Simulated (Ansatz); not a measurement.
**Geometry relaxation of CH7ClGaNOSi (part 1 of 3)**

The run: geometry relaxation of CH7ClGaNOSi, SMILES [CH3][GaH][Si](N)(O)Cl. Method and program: RKS PBE-D4/def2-SVP (Ansatz 0.2.0).

The run did not end well. It belongs to a series of runs on one base structure; here: end point A relaxed.

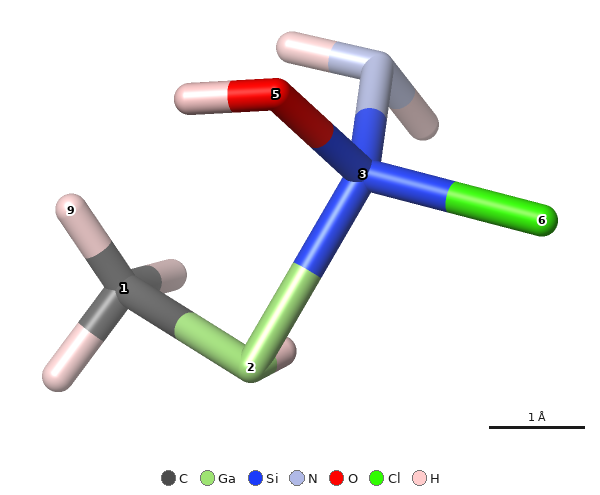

**Figure 1.** The structure as given in the input (stick view, seen at a tilt; atoms are numbered from 1 in the order of the input). Sticks mark near contacts.

Input:
```yaml
crystal:
  periodic: [false, false, false]
  atoms:
    - { symbol: C, position_ang: [-0.5442, 0.3675, -1.7833] }
    - { symbol: Ga, position_ang: [-0.3567, 1.849, -0.0082] }
    - { symbol: Si, position_ang: [0.3138, -0.0027, 1.292] }
    - { symbol: "N", position_ang: [-0.0249, -1.709, 1.0593] }
    - { symbol: O, position_ang: [2.0363, 0.1825, 1.0463] }
    - { symbol: Cl, position_ang: [-0.1496, 0.5905, 3.2543] }
    - { symbol: H, position_ang: [-1.3387, -0.3751, -1.6918] }
    - { symbol: H, position_ang: [-0.8758, 1.1679, -2.5645] }
    - { symbol: H, position_ang: [0.3712, -0.0306, -2.0655] }
    - { symbol: H, position_ang: [-0.5728, 1.5137, 0.1901] }
    - { symbol: H, position_ang: [0.1784, -1.971, 0.112] }
    - { symbol: H, position_ang: [-1.1228, -1.7567, 1.1057] }
    - { symbol: H, position_ang: [2.1062, 0.1391, 0.0684] }
basis:
  gaussian: { orbitals: def2-SVP }
hamiltonian:
  xc: pbe
  dispersion: d4
relax:
  f_tol: 0.015
  max_steps: 40
```

Command:
```bash
ansatz run input.yaml --threads 2 --pin off --max-ram 3072MiB --backend cpu --events-out ev --progress --plain --runs-dir out
```

The program's output:
```
The last accepted step is kept in [file] (removed where the run ends without a failure and the disk answers)
Engine: ansatz 0.2.0, x86_64-unknown-linux-gnu
Functional definition: PBE
  parameter kappa = 0.804
  parameter beta = 0.06672455060314922
  exchange = pbe_x(kappa = kappa, mu = beta*pi^2/3)
  correlation = pbe_c(beta = beta)
1625 factors; their error is unknown
mean field evaluation 1: about -77305.5304 eV, gradient 9.6e1 eV
mean field evaluation 2: about -77154.6763 eV, gradient 2.3e2 eV
mean field evaluation 4: about -77324.5309 eV, gradient 2.7e1 eV
mean field evaluation 8: about -77326.2471 eV, gradient 1.1e0 eV
mean field evaluation 16: about -77326.1707 eV, gradient 4.2e-3 eV
mean field -77326.17070933 eV, -2841.6843600070 hartree, gradient 3.3e-5 eV, S^2 0.000000; 1 other end points of the search recorded, 0 dependent functions left out
the calculation of the forces begins
reference -77326.17074891 eV, -2841.6843614614 hartree; 45, 45 occupied and 100, 100 virtual orbitals, 1625 factors
relax step   1: F+E_penalty+E_count = -77326.57146840 eV  Δ(F+E_penalty+E_count) = +0.000e0 eV  max|allowed force component| = 4.634e2 eV/Å  Δτ_max = 0.0000 Å  (51 SCF iters, accepted)
these checks for a lower state are left out or cut short: starts, cluster_reference, orbital_swaps, neighbouring_geometries, increment
1625 factors; their error is unknown
mean field evaluation 32: about -77412.5864 eV, gradient 1.8e-1 eV
mean field -77412.58643173 eV, -2844.8600792304 hartree, gradient 2.4e-5 eV, S^2 0.000000; 0 other end points of the search recorded, 0 dependent functions left out
[... from here on the field's lines of each further geometry are left out, up to the last ...]
relax step   2: F+E_penalty+E_count = -77412.97793204 eV  Δ(F+E_penalty+E_count) = -8.641e1 eV  max|allowed force component| = 4.992e1 eV/Å  Δτ_max = 0.1950 Å  (43 SCF iters, accepted)
relax step   3: F+E_penalty+E_count = -77420.41284093 eV  Δ(F+E_penalty+E_count) = -7.435e0 eV  max|allowed force component| = 2.705e1 eV/Å  Δτ_max = 0.1978 Å  (37 SCF iters, accepted)
relax step   4: F+E_penalty+E_count = -77423.79503537 eV  Δ(F+E_penalty+E_count) = -3.382e0 eV  max|allowed force component| = 2.130e1 eV/Å  Δτ_max = 0.1948 Å  (39 SCF iters, accepted)
relax step   5: F+E_penalty+E_count = -77425.33992567 eV  Δ(F+E_penalty+E_count) = -1.545e0 eV  max|allowed force component| = 1.722e1 eV/Å  Δτ_max = 0.1943 Å  (39 SCF iters, accepted)
relax step   6: F+E_penalty+E_count = -77427.37806982 eV  Δ(F+E_penalty+E_count) = -2.038e0 eV  max|allowed force component| = 9.281e0 eV/Å  Δτ_max = 0.1951 Å  (38 SCF iters, accepted)
relax step   7: F+E_penalty+E_count = -77428.64902182 eV  Δ(F+E_penalty+E_count) = -1.271e0 eV  max|allowed force component| = 3.954e0 eV/Å  Δτ_max = 0.2000 Å  (36 SCF iters, accepted)
relax step   8: F+E_penalty+E_count = -77428.99616026 eV  Δ(F+E_penalty+E_count) = -3.471e-1 eV  max|allowed force component| = 2.209e0 eV/Å  Δτ_max = 0.1989 Å  (37 SCF iters, accepted)
relax step   9: F+E_penalty+E_count = -77429.43902831 eV  Δ(F+E_penalty+E_count) = -4.429e-1 eV  max|allowed force component| = 1.554e0 eV/Å  Δτ_max = 0.1995 Å  (30 SCF iters, accepted)
relax step  10: F+E_penalty+E_count = -77429.86501547 eV  Δ(F+E_penalty+E_count) = -4.260e-1 eV  max|allowed force component| = 9.342e-1 eV/Å  Δτ_max = 0.1998 Å  (34 SCF iters, accepted)
relax step  11: F+E_penalty+E_count = -77430.06351541 eV  Δ(F+E_penalty+E_count) = -1.985e-1 eV  max|allowed force component| = 5.547e-1 eV/Å  Δτ_max = 0.1985 Å  (34 SCF iters, accepted)
relax step  12: F+E_penalty+E_count = -77430.12670768 eV  Δ(F+E_penalty+E_count) = -6.319e-2 eV  max|allowed force component| = 5.568e-1 eV/Å  Δτ_max = 0.1923 Å  (35 SCF iters, accepted)
relax step  13: F+E_penalty+E_count = -77430.16471964 eV  Δ(F+E_penalty+E_count) = -3.801e-2 eV  max|allowed force component| = 6.186e-1 eV/Å  Δτ_max = 0.1940 Å  (30 SCF iters, accepted)
relax step  14: F+E_penalty+E_count = -77430.19991883 eV  Δ(F+E_penalty+E_count) = -3.520e-2 eV  max|allowed force component| = 5.530e-1 eV/Å  Δτ_max = 0.1952 Å  (30 SCF iters, accepted)
relax step  15: F+E_penalty+E_count = -77430.23473226 eV  Δ(F+E_penalty+E_count) = -3.481e-2 eV  max|allowed force component| = 4.143e-1 eV/Å  Δτ_max = 0.1960 Å  (30 SCF iters, accepted)
relax step  16: F+E_penalty+E_count = -77430.26563599 eV  Δ(F+E_penalty+E_count) = -3.090e-2 eV  max|allowed force component| = 2.346e-1 eV/Å  Δτ_max = 0.1948 Å  (29 SCF iters, accepted)
relax step  17: F+E_penalty+E_count = -77430.28880743 eV  Δ(F+E_penalty+E_count) = -2.317e-2 eV  max|allowed force component| = 1.436e-1 eV/Å  Δτ_max = 0.1973 Å  (29 SCF iters, accepted)
relax step  18: F+E_penalty+E_count = -77430.30412213 eV  Δ(F+E_penalty+E_count) = -1.531e-2 eV  max|allowed force component| = 2.186e-1 eV/Å  Δτ_max = 0.1939 Å  (30 SCF iters, accepted)
relax step  19: F+E_penalty+E_count = -77430.31465608 eV  Δ(F+E_penalty+E_count) = -1.053e-2 eV  max|allowed force component| = 2.333e-1 eV/Å  Δτ_max = 0.1950 Å  (29 SCF iters, accepted)
relax step  20: F+E_penalty+E_count = -77430.32177286 eV  Δ(F+E_penalty+E_count) = -7.117e-3 eV  max|allowed force component| = 1.757e-1 eV/Å  Δτ_max = 0.0962 Å  (30 SCF iters, accepted)
relax step  21: F+E_penalty+E_count = -77430.32809217 eV  Δ(F+E_penalty+E_count) = -6.319e-3 eV  max|allowed force component| = 1.223e-1 eV/Å  Δτ_max = 0.1038 Å  (29 SCF iters, accepted)
relax step  22: F+E_penalty+E_count = -77430.33162808 eV  Δ(F+E_penalty+E_count) = -3.536e-3 eV  max|allowed force component| = 2.927e-1 eV/Å  Δτ_max = 0.1170 Å  (29 SCF iters, accepted)
relax step  23: F+E_penalty+E_count = -77430.33397736 eV  Δ(F+E_penalty+E_count) = -2.349e-3 eV  max|allowed force component| = 2.669e-1 eV/Å  Δτ_max = 0.0638 Å  (29 SCF iters, accepted)
relax step  24: F+E_penalty+E_count = -77430.33805331 eV  Δ(F+E_penalty+E_count) = -4.076e-3 eV  max|allowed force component| = 3.977e-1 eV/Å  Δτ_max = 0.1793 Å  (30 SCF iters, accepted)
relax step  25: F+E_penalty+E_count = -77430.34159815 eV  Δ(F+E_penalty+E_count) = -3.545e-3 eV  max|allowed force component| = 3.607e-1 eV/Å  Δτ_max = 0.0400 Å  (30 SCF iters, accepted)
relax step  26: F+E_penalty+E_count = -77430.34775625 eV  Δ(F+E_penalty+E_count) = -6.158e-3 eV  max|allowed force component| = 3.756e-1 eV/Å  Δτ_max = 0.1238 Å  (29 SCF iters, accepted)
relax step  27: F+E_penalty+E_count = -77430.34861603 eV  Δ(F+E_penalty+E_count) = -8.598e-4 eV  max|allowed force component| = 6.839e-1 eV/Å  Δτ_max = 0.1952 Å  (30 SCF iters, accepted)
relax step  28: F+E_penalty+E_count = -77430.35528717 eV  Δ(F+E_penalty+E_count) = -6.671e-3 eV  max|allowed force component| = 1.866e-1 eV/Å  Δτ_max = 0.0412 Å  (30 SCF iters, accepted)
relax step  29: F+E_penalty+E_count = -77430.35602492 eV  Δ(F+E_penalty+E_count) = -7.378e-4 eV  max|allowed force component| = 1.875e-1 eV/Å  Δτ_max = 0.0900 Å  (30 SCF iters, accepted)
relax step  30: F+E_penalty+E_count = -77430.35911792 eV  Δ(F+E_penalty+E_count) = -3.093e-3 eV  max|allowed force component| = 5.611e-2 eV/Å  Δτ_max = 0.0422 Å  (29 SCF iters, accepted)
relax step  31: F+E_penalty+E_count = -77430.35967302 eV  Δ(F+E_penalty+E_count) = -5.551e-4 eV  max|allowed force component| = 1.055e-1 eV/Å  Δτ_max = 0.0398 Å  (29 SCF iters, accepted)
relax step  32: F+E_penalty+E_count = -77430.36123994 eV  Δ(F+E_penalty+E_count) = -1.567e-3 eV  max|allowed force component| = 1.874e-1 eV/Å  Δτ_max = 0.1105 Å  (30 SCF iters, accepted)
relax step  33: F+E_penalty+E_count = -77430.36271992 eV  Δ(F+E_penalty+E_count) = -1.480e-3 eV  max|allowed force component| = 9.192e-2 eV/Å  Δτ_max = 0.0709 Å  (29 SCF iters, accepted)
relax step  34: F+E_penalty+E_count = -77430.36373957 eV  Δ(F+E_penalty+E_count) = -1.020e-3 eV  max|allowed force component| = 8.729e-2 eV/Å  Δτ_max = 0.0604 Å  (29 SCF iters, accepted)
relax step  35: F+E_penalty+E_count = -77430.36500126 eV  Δ(F+E_penalty+E_count) = -1.262e-3 eV  max|allowed force component| = 1.171e-1 eV/Å  Δτ_max = 0.1070 Å  (30 SCF iters, accepted)
relax step  36: F+E_penalty+E_count = -77430.36580779 eV  Δ(F+E_penalty+E_count) = -8.065e-4 eV  max|allowed force component| = 2.048e-1 eV/Å  Δτ_max = 0.1229 Å  (30 SCF iters, accepted)
relax step  37: F+E_penalty+E_count = -77430.36711046 eV  Δ(F+E_penalty+E_count) = -1.303e-3 eV  max|allowed force component| = 1.614e-1 eV/Å  Δτ_max = 0.0404 Å  (30 SCF iters, accepted)
relax step  38: F+E_penalty+E_count = -77430.37037799 eV  Δ(F+E_penalty+E_count) = -3.268e-3 eV  max|allowed force component| = 1.419e-1 eV/Å  Δτ_max = 0.1817 Å  (29 SCF iters, accepted)
the calculation of the forces begins
reference -77429.96716282 eV, -2845.4988093167 hartree; 45, 45 occupied and 100, 100 virtual orbitals, 1625 factors
relax step  39: F+E_penalty+E_count = -77430.37266544 eV  Δ(F+E_penalty+E_count) = -2.287e-3 eV  max|allowed force component| = 2.873e-1 eV/Å  Δτ_max = 0.1952 Å  (29 SCF iters, accepted)
these checks for a lower state are left out or cut short: starts, cluster_reference, orbital_swaps, neighbouring_geometries, increment
1625 factors; their error is unknown
mean field -77429.96978800 eV, -2845.4989057906 hartree, gradient 2.2e-5 eV, S^2 0.000000; 0 other end points of the search recorded, 0 dependent functions left out
the calculation of the forces begins
reference -77429.96982900 eV, -2845.4989072972 hartree; 45, 45 occupied and 100, 100 virtual orbitals, 1625 factors
relax step  40: F+E_penalty+E_count = -77430.37705879 eV  Δ(F+E_penalty+E_count) = -4.393e-3 eV  max|allowed force component| = 1.965e-1 eV/Å  Δτ_max = 0.0532 Å  (30 SCF iters, accepted)
```

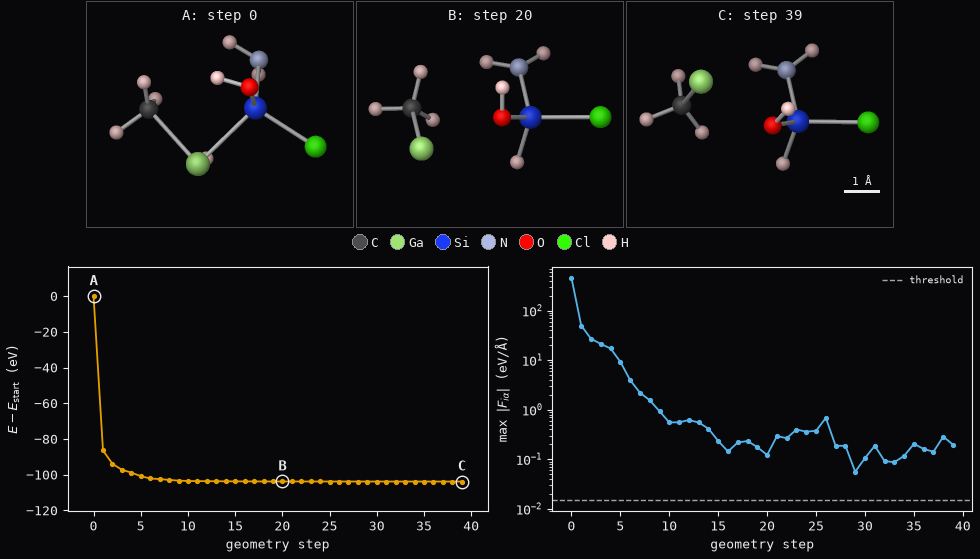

**Figure 2.** Frames of the relaxation (ball-and-stick view, seen at a tilt) above the curves, on which the letters mark them (the first geometry is step 0 here and step 1 in the log).

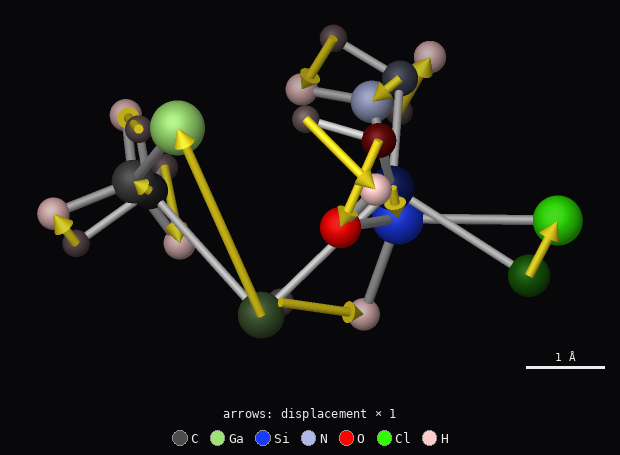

**Figure 3.** Start (faint) and end (solid) with the displacements as yellow arrows, at true length (ball-and-stick view, seen at a tilt). The two geometries are laid on each other by the best rigid fit. The relaxation stopped without meeting its thresholds, so the last structure isn't shown to be converged. The energy falls by 103.806 eV in 39 geometry steps. The largest force component goes from 460 to 0.2 eV/Å. The largest move after the best rigid fit is that of Ga2, 2.90 Å. Largest moves by element: Ga 2.90 Å, H 1.34 Å, O 1.29 Å, Cl 0.81 Å, Si 0.49 Å, N 0.47 Å. Distances before and after: Ga2–H10 0.445 → 4.105 Å, Ga2–Si3 2.360 → 3.470 Å, Si3–H10 2.074 → 1.488 Å, C1–Ga2 2.320 → 2.107 Å. New bonds form: Si3–H10 (2.07 → 1.49 Å). Bonds break: Ga2–H10 (0.45 → 4.11 Å), Ga2–Si3 (2.36 → 3.47 Å). Among the angles that change: Si3–N4–H12 103.2° → 121.1°, Si3–O5–H13 101.9° → 114.9°, Ga2–C1–H8 95.6° → 106.2°. (Atoms are counted from 1 in the order of the input.)

```
Unfinished report: {"positions_ang":[[-0.5683652059056268,0.4239489872929668,-1.950354524567551],[1.4751117647334253,0.7876235834175274,-1.5860057260828577],[-0.045173205123020234,0.09291713011684456,1.4547410689717544],[0.07153947051918734,-1.433225078411843,0.6719376647827893],[1.0497326906379911,1.225471714388917,0.8053470879085568],[0.49024467376472447,-0.25621241674438294,3.4343616313923904],[-1.3150285710736775,0.626222326916957,-1.1506662997162367],[-0.8538123588695555,1.0791132822990461,-2.8111959122333525],[-0.7253154968919512,-0.6275676310287843,-2.3104310161338604],[-1.3523726375301972,0.8017294817055393,1.3905604165063763],[-0.3569007926073053,-1.5784648673212887,-0.2455207403513594],[0.17559547666783168,-2.2957597477360117,1.2100722421702037],[1.975144191678175,1.119303235104511,1.1019541073531491]],"unchecked":["starts","cluster_reference","orbital_swaps","neighbouring_geometries","increment"],"mean_field":{"relativity":"none","state":{"energy":{"ev":-77429.96982900107,"hartree":-2845.498907297206},"converged":true,"gradient_ev":0.0000215214078512675,"stability":{"kind":"minimum","curvature_ev":51.81399426865047},"curvature_floor_ev":0.00030000000000000003,"spin_squared":2.1316282072803006e-14},"others":[],"fillings":{"estimated":0,"unestimated":0,"tried":0,"untried":0,"excluded_magnetic_sites":0},"n_dropped_functions":0,"n_trapped_functions":0,"passes":{"evaluations":4,"products":26},"factors":{"origin":"density fitting in generated functions","count":1625,"bound_ev":null},"gradient_stop_ev":0.00009,"reference_kind":"stationary","functional":{"name":"PBE","citations":["Perdew, Burke & Ernzerhof, Phys. Rev. Lett. 77, 3865 (1996) doi:10.1103/PhysRevLett.77.3865"],"text":"name \"PBE\"\ncite \"Perdew, Burke & Ernzerhof, Phys. Rev. Lett. 77, 3865 (1996) doi:10.1103/PhysRevLett.77.3865\"\nparent pbe\nparameter kappa = 0.804\nparameter beta = 0.06672455060314922\nexchange = pbe_x(kappa = kappa, mu = beta*pi^2/3)\ncorrelation = pbe_c(beta = beta)\n","parameters":{"beta":{"value":0.06672455060314922,"default":0.06672455060314922},"kappa":{"value":0.804,"default":0.804}},"final_grid":{"core_spheres":13.0,"valence_spheres":11.0,"degree":36.0},"final_grid_parameter_source":"default","radial_points_factor":1.0,"radial_grid_error_ev":3.125828648923977e-7,"grid_sensitivity":"normal","grid_sensitivity_ratio":0.001870803151768979},"unsmoothed_excess_ev":-0.00004099748256825007,"symmetry":{"irreps":["A"],"axes":[[0.9866259628727198,0.15420074922611204,-0.05283311767806125],[-0.15013168062284749,0.9859021260110187,0.07387473451940493],[0.06347982245436329,-0.06495480632762243,0.9958670520085015]],"occupied":[{"A":45},{"A":45}]},"density_repulsion":{"missed_ev":0.000083969533888532,"excess_ev":0.00008396949920338835,"most_excess_ev":0.00117,"are_drawn_again":false,"n_first_factors":1625,"energy_change_ev":0.0,"n_dropped_ends":0},"direct_passes":"host"},"factors":{"origin":"density fitting in generated functions","count":1625,"bound_ev":null},"n_frozen":0,"n_occupied":[45,45],"n_virtual":[100,100],"reference":{"ev":-77429.96982900107,"hartree":-2845.498907297206},"dispersion":{"energy":{"ev":-0.407270790023073,"hartree":-0.014966925475291444},"switches_in_reach":[]},"total":{"ev":-77430.37709979109,"hartree":-2845.5138742226814},"forces_ev_per_angstrom":[[-0.001026239277332643,-0.07905157943951674,-0.13915803767904425],[-0.08390727786152029,-0.03610453629861574,-0.01853818818638812],[0.014607216277731282,0.06334708522129574,-0.009076647900864716],[-0.0031484500023019934,-0.04515321431023977,-0.01200271998822093],[0.002812937435592234,-0.03633430197584103,0.035118601412435474],[0.004652866934433986,-0.0009301788512459063,-0.004199969266402249],[0.013264802426934534,-0.007691908802620183,-0.012440521537677156],[0.04956742728501254,-0.08521492665001447,0.10454066458797764],[0.030245974697961735,0.19645277228580227,0.06477322981161521],[0.005341342173081217,-0.023194430305219383,0.0015127787066976303],[-0.013125056606922243,0.004197288490215372,0.016880075437643034],[0.015408420812483916,0.0445370728026745,-0.01945876065785881],[-0.03469396425635138,0.005140857784065644,-0.007950504741221014]],"charge_distribution":{"dipole_moment_e_ang":[-0.15518586229911993,-0.35599235495592596,0.1946216237980115],"mulliken_charges_e":[-0.38309427339260615,0.12468946178407947,0.6304228361363791,-0.3314669085273616,-0.3503501100978408,-0.2386900358634847,0.040191686328287624,0.0414428471359628,0.034309781023453834,-0.06355533609265973,0.14184898587174477,0.14018103320618458,0.2140700324879069],"lowdin_charges_e":[-0.1942575079509714,-0.0831070279421553,0.017581348194905644,0.05364244352366665,0.13516534612862152,0.07775151235196276,0.004438382232131333,0.02307724511353426,0.014645317883048903,-0.07948950431661395,0.012756131703513418,0.018646568935128283,-0.0008502558566876317]},"n_threads":2,"memory_gib":2.556818182580173,"seconds":{"hamiltonian":8.644888602,"orbitals":0.0,"second_order":0.0,"solver_start":0.0,"cycles":0.0,"cycle":0.0,"perturbative":0.0,"full_ci_increment":0.0,"forces":0.0}}
this run last wrote the structure of step 40 to [file]
Error: geometry relaxation did not converge after 40 steps: max|allowed force component| = 1.96e-1 eV/Å (threshold 1.5e-2). Raise `relax.max_steps` over both its present limit and 40, loosen `relax.f_tol`, or start from a geometry closer to equilibrium. Where this run's directory can be resumed (`checkpoint.write`), a resume goes on for up to `relax.max_steps` more
```

Trajectory as extended XYZ (Å, eV, eV/Å), 40 frames, from step=1 to step=40:
```
13
Properties=species:S:1:pos:R:3:forces:R:3 step=1 energy=-77326.57147
C    -0.5442    0.3675   -1.7833   -2.3272   4.1044   0.4245
Ga   -0.3567    1.8490   -0.0082  296.9482 463.1453 -276.4419
Si    0.3138   -0.0027    1.2920    0.7309  -0.7109   0.8337
N    -0.0249   -1.7090    1.0593   -2.9250   0.5493   1.3137
O     2.0363    0.1825    1.0463   -1.3899   0.4070  -0.3064
Cl   -0.1496    0.5905    3.2543    0.1768  -0.3719  -0.1058
H    -1.3387   -0.3751   -1.6918   -0.2822  -0.4102   0.2835
H    -0.8758    1.1679   -2.5645    0.4981  -1.3676   0.7945
H     0.3712   -0.0306   -2.0655    2.4258  -1.2073  -0.7871
H    -0.5728    1.5137    0.1901  -296.8538 -463.3602 275.0651
H     0.1784   -1.9710    0.1120    0.3772  -0.4103  -1.1400
H    -1.1228   -1.7567    1.1057    2.1250  -0.2582   0.0442
H     2.1062    0.1391    0.0684    0.4962  -0.1093   0.0220
```
